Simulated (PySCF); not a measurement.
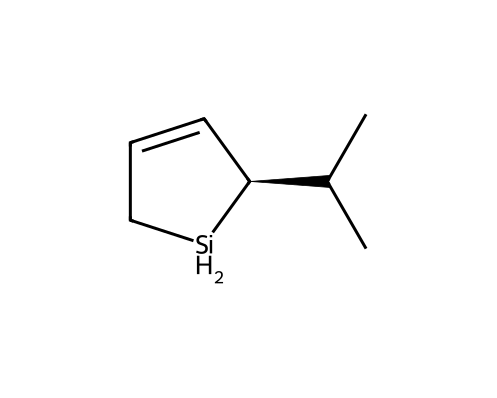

The computed structure is the end point of a GFN2-xTB optimisation. No frequency run is at hand to confirm it as a minimum. Properties computed with PBE0/pcSseg-1, gas phase (PySCF 2.14.0).

Predict the main results.

The species is C7H14Si (`CC(C)[C@@H]1C=CC[SiH2]1`).
- dipole moment: 0.27 D
- HOMO energy (Kohn–Sham orbital): −7.01 eV
- LUMO energy (Kohn–Sham orbital): 0.67 eV
- HOMO–LUMO gap: 7.68 eV

The geometry is semi-empirical. Around Si such bond lengths and angles can be off by a tenth of an ångström or more and by several degrees, and values that hang on the shape move with them.
